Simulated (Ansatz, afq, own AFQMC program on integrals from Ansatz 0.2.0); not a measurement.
**SiGeH (doublet): quantum Monte Carlo beside coupled cluster at scale of all distances = 1.125, cc-pVDZ**

How near does AFQMC come to the top of the ladder for SiGeH (doublet)?

The runs use Ansatz 0.2.0, Gaussian basis, and an in-house AFQMC program (afq) on its integrals; all values are calculated; cc-pVDZ, frozen cores.

To be run: PBE (unrestricted); r2SCAN (unrestricted); PBE0 (unrestricted); B3LYP (unrestricted); wB97M-V (unrestricted); B2PLYP (unrestricted); CCSD(T) on UHF; CCSDT(Q) on UHF; Phaseless AFQMC, CISD trial on UHF; Phaseless AFQMC, first-order trial on UHF; CCSD(T) on ROHF; CCSDT(Q) on ROHF; Phaseless AFQMC, CISD trial on ROHF; Phaseless AFQMC, single-determinant trial on ROHF; Phaseless AFQMC, first-order trial on ROHF.

10 further runs of the same task are left out: 1 for a known fault of the program, 9 that didn't finish.

## (1) The system

The geometry derives from a PBE0/def2-TZVP stationary point (not a proven minimum). All distances are scaled together. No spin-orbit coupling is included. The filled d shell of Ge may be among the frozen orbitals whatever the setting's name suggests; the logs give the count.

3 atoms, charge 0, spin multiplicity 2.

Atoms are counted from 1 here; the program's logs count them from 0.

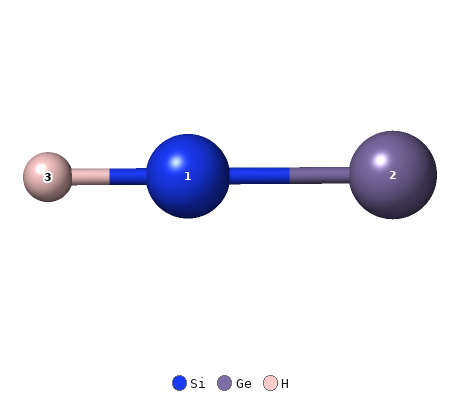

The structure; silicon blue, germanium purple, hydrogen pink; atoms are numbered from 1 in the order of the file.

## (2) PBE (unrestricted)

in.yaml reads:

```yaml
crystal:
  periodic: [false, false, false]
  atoms:
    - {symbol: Si, position_ang: [0.000000, 0.000000, 0.260453]}
    - {symbol: Ge, position_ang: [0.000000, 0.000000, -2.203242]}
    - {symbol: H, position_ang: [0.000000, 0.000000, 1.942789]}
basis:
  gaussian: {orbitals: cc-pVDZ}
magnetization: {spin_polarized: true, initial_magnetization: 1}
hamiltonian: {xc: {name: PBE}}
output: {orbitals: {seedname: orbitals}}
```

Command:

```bash
$ ansatz run in.yaml --threads 1 --pin off --events-out ev --progress --plain --max-ram 1382MiB
```

What it wrote:

```text
Functional definition: PBE
  name "PBE"
  cite "Perdew, Burke & Ernzerhof, Phys. Rev. Lett. 77, 3865 (1996) doi:10.1103/PhysRevLett.77.3865"
  parent pbe
  parameter kappa = 0.804
  parameter beta = 0.06672455060314922
  exchange = pbe_x(kappa = kappa, mu = beta*pi^2/3)
  correlation = pbe_c(beta = beta)
558 factors; integrals over basis functions are off by at most 9.6e-4 eV
mean field evaluation 1: about -64394.9168 eV, gradient 8.9e0 eV
mean field evaluation 2: about -64384.3253 eV, gradient 3.0e1 eV
mean field evaluation 4: about -64395.6063 eV, gradient 1.3e0 eV
mean field evaluation 8: about -64395.6248 eV, gradient 1.4e-1 eV
mean field evaluation 16: about -64395.6252 eV, gradient 4.8e-5 eV
mean field evaluation 32: about -64395.6255 eV, gradient 3.9e-2 eV
mean field -64395.62516798 eV, -2366.4955760009 hartree, gradient 9.6e-6 eV, S^2 0.755528; 4 other end points of the search recorded, 0 dependent functions left out
reference -64395.62519655 eV, -2366.4955770508 hartree; 24, 23 occupied and 26, 27 virtual orbitals, 558 factors
Total energy: -64395.62519655 eV, -2366.4955770508 hartree
```

Wall time 2.4 s (1 thread of Arm Neoverse V2, shared host).

From the report: ⟨S²⟩ of the determinant 0.756 (pure doublet: 0.75).

## (3) r2SCAN (unrestricted)

Edit in.yaml of step 2 so:

```diff
@@ -9,3 +9,2 @@
 magnetization: {spin_polarized: true, initial_magnetization: 1}
-hamiltonian: {xc: {name: PBE}}
-output: {orbitals: {seedname: orbitals}}
+hamiltonian: {xc: {name: r2SCAN}}
```

Launched as before.

What it wrote, shortened:

```text
Functional definition: r2SCAN
  name "r2SCAN"
  cite "Furness, Kaplan, Ning, Perdew & Sun, J. Phys. Chem. Lett. 11, 8208 (2020) doi:10.1021/acs.jpclett.0c02405"
  cite "Furness, Kaplan, Ning, Perdew & Sun, J. Phys. Chem. Lett. 11, 9248 (2020) doi:10.1021/acs.jpclett.0c03077"
  parent r2scan
[...]
558 factors; integrals over basis functions are off by at most 9.6e-4 eV
[...]
mean field -64406.88136249 eV, -2366.9092335194 hartree, gradient 1.5e-5 eV, S^2 0.931987; 9 other end points of the search recorded, 0 dependent functions left out
reference -64406.88137225 eV, -2366.9092338782 hartree; 24, 23 occupied and 26, 27 virtual orbitals, 558 factors
Total energy: -64406.88137225 eV, -2366.9092338782 hartree
```

Wall time 12 s (1 thread of Arm Neoverse V2, shared host).

From the report: ⟨S²⟩ of the determinant 0.932 (pure doublet: 0.75).

## (4) PBE0 (unrestricted)

Edit in.yaml of step 3 so:

```diff
@@ -9,2 +9,3 @@
 magnetization: {spin_polarized: true, initial_magnetization: 1}
-hamiltonian: {xc: {name: r2SCAN}}
+hamiltonian: {xc: {name: PBE0}}
+output: {orbitals: {seedname: orbitals}}
```

Launched as before.

What it wrote, shortened:

```text
Functional definition: PBE0
  name "PBE0"
  cite "Adamo & Barone, J. Chem. Phys. 110, 6158 (1999) doi:10.1063/1.478522"
  cite "Perdew, Burke & Ernzerhof, Phys. Rev. Lett. 77, 3865 (1996) doi:10.1103/PhysRevLett.77.3865"
  parent pbe
[...]
558 factors; integrals over basis functions are off by at most 9.6e-4 eV
[...]
mean field -64397.46307086 eV, -2366.5631176858 hartree, gradient 2.8e-5 eV, S^2 0.958189; 5 other end points of the search recorded, 0 dependent functions left out
reference -64397.46309271 eV, -2366.5631184888 hartree; 24, 23 occupied and 26, 27 virtual orbitals, 558 factors
Total energy: -64397.46309271 eV, -2366.5631184888 hartree
```

Run time: 6 s. Hardware: 1 thread of Arm Neoverse V2, shared host.

From the report: ⟨S²⟩ of the determinant 0.958 (pure doublet: 0.75).

## (5) B3LYP (unrestricted)

Edit in.yaml of step 4 so:

```diff
@@ -9,3 +9,2 @@
 magnetization: {spin_polarized: true, initial_magnetization: 1}
-hamiltonian: {xc: {name: PBE0}}
-output: {orbitals: {seedname: orbitals}}
+hamiltonian: {xc: {name: B3LYP}}
```

Same command.

What it wrote, shortened:

```text
Functional definition: B3LYP
  name "B3LYP"
  cite "Stephens, Devlin, Chabalowski & Frisch, J. Phys. Chem. 98, 11623 (1994) doi:10.1021/j100096a001"
  cite "Becke, Phys. Rev. A 38, 3098 (1988) doi:10.1103/PhysRevA.38.3098"
  cite "Lee, Yang & Parr, Phys. Rev. B 37, 785 (1988) doi:10.1103/PhysRevB.37.785"
  cite "Vosko, Wilk & Nusair, Can. J. Phys. 58, 1200 (1980) doi:10.1139/p80-159"
[...]
558 factors; integrals over basis functions are off by at most 9.6e-4 eV
[...]
mean field -64409.83373126 eV, -2367.0177310705 hartree, gradient 4.6e-6 eV, S^2 0.765720; 6 other end points of the search recorded, 0 dependent functions left out
reference -64409.83393152 eV, -2367.0177384298 hartree; 24, 23 occupied and 26, 27 virtual orbitals, 558 factors
Total energy: -64409.83393152 eV, -2367.0177384298 hartree
```

Run time: 4.3 s. Hardware: 1 thread of Arm Neoverse V2, shared host.

From the report: ⟨S²⟩ of the determinant 0.766 (pure doublet: 0.75).

## (6) wB97M-V (unrestricted)

Edit in.yaml of step 5 so:

```diff
@@ -9,2 +9,3 @@
 magnetization: {spin_polarized: true, initial_magnetization: 1}
-hamiltonian: {xc: {name: B3LYP}}
+hamiltonian: {xc: {name: wB97M-V}}
+output: {orbitals: {seedname: orbitals}}
```

The command is unchanged.

What it wrote, shortened:

```text
Functional definition: wB97M-V
  name "wB97M-V"
  cite "Mardirossian & Head-Gordon, J. Chem. Phys. 144, 214110 (2016) doi:10.1063/1.4952647"
  cite "Becke, J. Chem. Phys. 107, 8554 (1997) doi:10.1063/1.475007"
  cite "Vydrov & Van Voorhis, J. Chem. Phys. 133, 244103 (2010) doi:10.1063/1.3521275"
  # Of w^i u^j: cxij and so on, Table III.
[...]
  gx(w, u) = 1 - cx + cx01*u + cx10*w
  gss(w, u) = css00 + css04*u^4 + css10*w + css20*w^2 + css43*w^4*u^3
  gos(w, u) = cos00 + cos10*w + (cos20 + cos21*u)*w^2 + (cos60 + cos61*u)*w^6
[...]
      + integral(e_c_pw_mod_opposite_spin*gos(b97_w_opposite, b97_u_opposite)) + vv10(b, c)
558 factors; integrals over basis functions are off by at most 9.6e-4 eV
164 factors; integrals over basis functions are off by at most 1.1e-5 eV
[...]
mean field -64403.99138639 eV, -2366.8030288566 hartree, gradient 2.4e-5 eV, S^2 0.915840; 5 other end points of the search recorded, 0 dependent functions left out
reference -64403.99141778 eV, -2366.8030300099 hartree; 24, 23 occupied and 26, 27 virtual orbitals, 558 factors
Total energy: -64403.99141778 eV, -2366.8030300099 hartree
```

Run time: 18 s. Hardware: 1 thread of Arm Neoverse V2, shared host.

From the report: ⟨S²⟩ of the determinant 0.916 (pure doublet: 0.75).

## (7) B2PLYP (unrestricted)

Edit in.yaml of step 6 so:

```diff
@@ -9,3 +9,3 @@
 magnetization: {spin_polarized: true, initial_magnetization: 1}
-hamiltonian: {xc: {name: wB97M-V}}
-output: {orbitals: {seedname: orbitals}}
+hamiltonian: {xc: {name: B2PLYP}}
+correlation: {electrons: outside_noble_gas}
```

The command is unchanged.

What it wrote, shortened:

```text
Functional definition: B2PLYP
  name "B2PLYP"
  cite "Grimme, J. Chem. Phys. 124, 034108 (2006) doi:10.1063/1.2148954"
  cite "Becke, Phys. Rev. A 38, 3098 (1988) doi:10.1103/PhysRevA.38.3098"
  cite "Lee, Yang & Parr, Phys. Rev. B 37, 785 (1988) doi:10.1103/PhysRevB.37.785"
[...]
558 factors; integrals over basis functions are off by at most 9.6e-4 eV
[...]
mean field -64391.62190940 eV, -2366.3484589616 hartree, gradient 1.8e-6 eV, S^2 1.222688; 6 other end points of the search recorded, 0 dependent functions left out
19 core orbitals not correlated: weight in the atoms' cores, before any rotation towards them, 1.000 or more for the frozen orbitals, at most 0.000 for the correlated occupied ones
reference -64391.62203703 eV, -2366.3484636518 hartree; 5, 4 occupied and 26, 27 virtual orbitals, 558 factors
second order -5.29839202 eV of doubles, -0.00000000 eV of singles
Total energy: -64393.05260287 eV, -2366.4010359769 hartree
```

Wall time 4.9 s (1 thread of Arm Neoverse V2, shared host).

From the report: ⟨S²⟩ of the determinant 1.223 (pure doublet: 0.75).

## (8) CCSD(T) on UHF

Edit in.yaml of step 7 so:

```diff
@@ -9,3 +9,2 @@
 magnetization: {spin_polarized: true, initial_magnetization: 1}
-hamiltonian: {xc: {name: B2PLYP}}
-correlation: {electrons: outside_noble_gas}
+correlation: {method: ccsd_t, electrons: outside_noble_gas, hamiltonian_folder: ham}
```

The command is unchanged.

What it wrote, shortened:

```text
Functional definition: HF
  name "HF"
  cite "Fock, Z. Phys. 61, 126 (1930) doi:10.1007/BF01340294"
  parent pbe
[...]
558 factors; integrals over basis functions are off by at most 9.6e-4 eV
[...]
mean field -64348.03839585 eV, -2364.7467943805 hartree, gradient 2.4e-6 eV, S^2 1.582470; 29 other end points of the search recorded, 0 dependent functions left out
determinant -64348.03839585 eV, -2364.7467943805 hartree, with singles and doubles -64352.73151416 eV, -2364.9192632973 hartree
determinant -64347.87054718 eV, -2364.7406260556 hartree, with singles and doubles -64352.71246589 eV, -2364.9185632862 hartree
determinant -64346.98391885 eV, -2364.7080430654 hartree, with singles and doubles -64351.42837598 eV, -2364.8713738525 hartree
determinant -64346.05830946 eV, -2364.6740275477 hartree, with singles and doubles -64350.65637664 eV, -2364.8430034001 hartree
[...]
determinant -64345.08190910 eV, -2364.6381454966 hartree, with singles and doubles -64350.28914863 eV, -2364.8295080195 hartree
determinant -64344.97833681 eV, -2364.6343392849 hartree, with singles and doubles -64351.03530626 eV, -2364.8569288069 hartree
determinant -64348.03839585 eV, -2364.7467943805 hartree, with singles and doubles -64352.77328315 eV, -2364.9207982793 hartree
determinant -64347.87054718 eV, -2364.7406260556 hartree, with singles and doubles -64352.75814353 eV, -2364.9202419087 hartree
19 core orbitals not correlated: weight in the atoms' cores, before any rotation towards them, 1.000 or more for the frozen orbitals, at most 0.000 for the correlated occupied ones
reference -64347.87054718 eV, -2364.7406260556 hartree; 5, 4 occupied and 26, 27 virtual orbitals, 558 factors
second order -3.63677794 eV of doubles, -0.00000000 eV of singles
cycle   1  -4.88759726 eV  change   -9.1e-7 eV  update   2.5e-6
perturbative correction -0.31329523 eV, -0.0115133875 hartree
Total energy: -64353.07143968 eV, -2364.9317553297 hartree
```

Run time: 20 s. Hardware: 1 thread of Arm Neoverse V2, shared host.

From the report: ⟨S²⟩ of the determinant 1.497 (pure doublet: 0.75); correlation -5.2009 eV; T1 0.099; largest double amplitude 0.21. The determinant is far from a pure spin state, so its energy mixes those of several spin states (harmless only where they are near-degenerate, as at dissociation).

This run also writes the integrals to the folder ham.

## (9) CCSDT(Q) on UHF

Edit in.yaml of step 8 so:

```diff
@@ -9,2 +9,2 @@
 magnetization: {spin_polarized: true, initial_magnetization: 1}
-correlation: {method: ccsd_t, electrons: outside_noble_gas, hamiltonian_folder: ham}
+correlation: {method: ccsdt_q, electrons: outside_noble_gas}
```

Same command.

What it wrote, shortened:

```text
Functional definition: HF
  name "HF"
  cite "Fock, Z. Phys. 61, 126 (1930) doi:10.1007/BF01340294"
  parent pbe
[...]
943 factors; integrals over basis functions are off by at most 1.9e-7 eV
[...]
mean field -64348.03843471 eV, -2364.7467958085 hartree, gradient 2.9e-6 eV, S^2 1.582469; 27 other end points of the search recorded, 0 dependent functions left out
determinant -64348.03843471 eV, -2364.7467958085 hartree, with singles and doubles -64352.73154943 eV, -2364.9192645933 hartree
determinant -64347.87058835 eV, -2364.7406275688 hartree, with singles and doubles -64352.71250591 eV, -2364.9185647571 hartree
determinant -64346.98395799 eV, -2364.7080445038 hartree, with singles and doubles -64351.42841681 eV, -2364.8713753531 hartree
determinant -64346.05834765 eV, -2364.6740289512 hartree, with singles and doubles -64350.65642081 eV, -2364.8430050232 hartree
[...]
determinant -64344.72892080 eV, -2364.6251734155 hartree, with singles and doubles -64350.57730497 eV, -2364.8400975698 hartree
determinant -64348.03843471 eV, -2364.7467958085 hartree, with singles and doubles -64352.77331868 eV, -2364.9207995851 hartree
determinant -64347.87058835 eV, -2364.7406275688 hartree, with singles and doubles -64352.75818353 eV, -2364.9202433787 hartree
19 core orbitals not correlated: weight in the atoms' cores, before any rotation towards them, 1.000 or more for the frozen orbitals, at most 0.000 for the correlated occupied ones
reference -64347.87058835 eV, -2364.7406275688 hartree; 5, 4 occupied and 26, 27 virtual orbitals, 943 factors
second order -3.63678984 eV of doubles, -0.00000000 eV of singles
cycle   1  -4.27218183 eV  change   -6.4e-1 eV  update   1.1e-1
[...]
cycle  28  -5.32312289 eV  change   -5.8e-7 eV  update   9.0e-7
perturbative correction -0.05496492 eV, -0.0020199235 hartree
Total energy: -64353.24867616 eV, -2364.9382686503 hartree
```

Run time: 39 s. Hardware: 1 thread of Arm Neoverse V2, shared host.

From the report: ⟨S²⟩ of the determinant 1.497 (pure doublet: 0.75); correlation -5.3781 eV; T1 0.128; largest double amplitude 0.32. The determinant is far from a pure spin state, so its energy mixes those of several spin states (harmless only where they are near-degenerate, as at dissociation).

## (10) Phaseless AFQMC, CISD trial on UHF

It reads the integrals that the CCSD(T) run on this determinant wrote.

Command:

```bash
$ afq ham --method phaseless --trial cisd --walkers 60 --populations 1 --least-time 40 --time-step 0.005 --steps-per-block 50 --equilibration-blocks 28 --max-blocks 300 --target-error 0.00036 --factor-cut 1e-05 --start spin_pure --seed 7803 --release-times 0.24,0.51,0.99,1.62,2.4 --release-step 0.03 --release-every 4 --taylor-order 6
```

What it wrote:

```text
orbitals 31  electrons 5 4  factors 227 of 558
reference energy -2364.74062606 Eh
CCSD correlation -0.17961543 Eh in 18 cycles, weight of the determinant in the CISD state 0.6839
energy of the start -2364.884075 Eh
 block  time / (1/Eh)  mean weight  energy / Eh
     1     0.250  1.0006  -2364.895095
     2     0.500  1.0002  -2364.903379
     3     0.750  1.0006  -2364.908131
     4     1.000  1.0000  -2364.911381
     5     1.250  1.0011  -2364.912359
     6     1.500  1.0004  -2364.913907
     7     1.750  1.0002  -2364.920645
     8     2.000  1.0003  -2364.925366
     9     2.250  0.9991  -2364.926634
    10     2.500  1.0006  -2364.929934
    17     4.250  1.0005  -2364.937179
    25     6.250  0.9991  -2364.929908
    33     8.250  1.0020  -2364.941961
    41    10.250  1.0007  -2364.931180
    49    12.250  1.0005  -2364.933462
    57    14.250  0.9996  -2364.933145
    65    16.250  1.0014  -2364.933229
    73    18.250  0.9997  -2364.954001
    81    20.250  1.0003  -2364.935887
    89    22.250  0.9988  -2364.951330
    97    24.250  0.9988  -2364.939892
   105    26.250  0.9995  -2364.943355
   113    28.250  0.9996  -2364.937324
   121    30.250  1.0015  -2364.930792
   129    32.250  0.9993  -2364.939283
   137    34.250  0.9990  -2364.927351
   145    36.250  0.9980  -2364.926520
   153    38.250  0.9992  -2364.941188
   161    40.250  1.0005  -2364.942232
   169    42.250  1.0017  -2364.941366
   177    44.250  0.9976  -2364.937683
   185    46.250  0.9994  -2364.933886
   193    48.250  0.9985  -2364.931405
   201    50.250  1.0011  -2364.936187
   209    52.250  1.0005  -2364.936179
   217    54.250  0.9982  -2364.935975
   225    56.250  0.9998  -2364.937403
   233    58.250  1.0010  -2364.923138
   241    60.250  0.9998  -2364.938950
   249    62.250  0.9982  -2364.943337
   257    64.250  1.0002  -2364.935080
   265    66.250  0.9986  -2364.931479
   273    68.250  0.9995  -2364.937579
   281    70.250  0.9995  -2364.925927
   289    72.250  1.0002  -2364.940492
   297    74.250  0.9988  -2364.936175
   305    76.250  1.0014  -2364.940661
   313    78.250  1.0000  -2364.937930
   321    80.250  1.0001  -2364.929934
blocks merged  error / Eh  count
     1  0.000464  300
     2  0.000608  150
     4  0.000742  75
     8  0.000922  37
    16  0.000834  18
    32  0.000784  9
released: time / (1/Eh)  energy / Eh  error  mean overlap
  0.24  -2364.937284  0.000806  0.9970
  0.51  -2364.937861  0.000900  0.9935
  0.99  -2364.937886  0.000865  0.9973
  1.62  -2364.938352  0.001047  0.9979
  2.40  -2364.936803  0.001099  1.0250
energy -2364.936398 +/- 0.000922 Eh
```

Wall time 3.5 min (1 thread of Arm Neoverse V2, shared host).

Energy -64353.1978 ± 0.0251 eV. Caveats: constraint bias not in the error; error above the target.

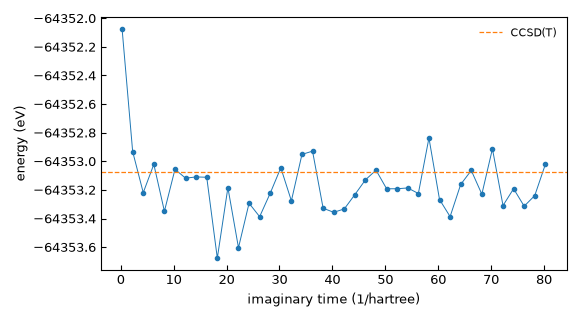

Block energies along the walk.

## (11) Phaseless AFQMC, first-order trial on UHF (settings varied)

It reads the integrals that the CCSD(T) run on this determinant wrote.

Command:

```bash
$ afq ham --method phaseless --trial mp1 --walkers 160 --populations 1 --least-time 40 --time-step 0.02 --steps-per-block 10 --equilibration-blocks 15 --max-blocks 18 --target-error 0.00072 --factor-cut 1e-05 --start spin_pure --seed 1662 --taylor-order 8
```

What it wrote:

```text
orbitals 31  electrons 5 4  factors 227 of 558
reference energy -2364.74062606 Eh
CCSD correlation -0.17961543 Eh in 18 cycles, weight of the determinant in the CISD state 0.6839
energy of the start -2364.895217 Eh
 block  time / (1/Eh)  mean weight  energy / Eh
     1     0.200  0.9990  -2364.899903
     2     0.400  0.9985  -2364.904823
     3     0.600  1.0042  -2364.908376
     4     0.800  1.0039  -2364.912031
     5     1.000  1.0031  -2364.916583
     6     1.200  1.0016  -2364.919502
     7     1.400  1.0050  -2364.922191
     8     1.600  1.0011  -2364.924968
     9     1.800  1.0025  -2364.927141
    10     2.000  1.0003  -2364.928254
    11     2.200  1.0004  -2364.927400
    12     2.400  0.9984  -2364.926149
    13     2.600  0.9977  -2364.929278
    14     2.800  0.9980  -2364.933288
    15     3.000  1.0027  -2364.933845
    16     3.200  1.0007  -2364.935033
    17     3.400  1.0023  -2364.936054
    18     3.600  0.9957  -2364.935934
    19     3.800  1.0020  -2364.936694
    20     4.000  1.0018  -2364.939236
    21     4.200  1.0001  -2364.939809
    22     4.400  0.9990  -2364.934895
    23     4.600  1.0053  -2364.935475
    24     4.800  0.9970  -2364.935908
    25     5.000  0.9978  -2364.934020
    26     5.200  1.0008  -2364.932288
    27     5.400  0.9975  -2364.932611
    28     5.600  0.9987  -2364.930985
    29     5.800  0.9999  -2364.930111
    30     6.000  1.0015  -2364.930984
    31     6.200  0.9985  -2364.931608
    32     6.400  0.9991  -2364.935365
    33     6.600  0.9996  -2364.936642
blocks merged  error / Eh  count
     1  0.000650  18
     2  0.000931  9
energy -2364.934648 +/- 0.000650 Eh
```

It took 16 s on 1 thread of Arm Neoverse V2, shared host.

Energy -64353.1502 ± 0.0177 eV. The run doesn't count as converged. Caveats: constraint bias not in the error; error not settled; halves of the run differ.

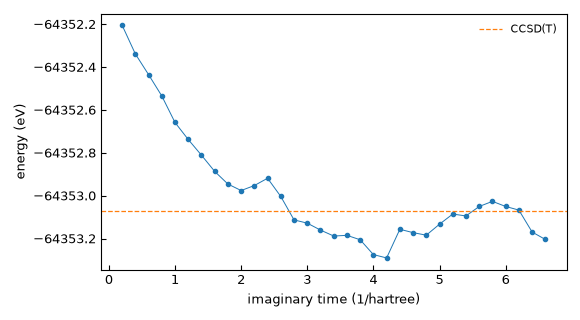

Block energies along the walk.

(Part 1 of 2 ends here.)
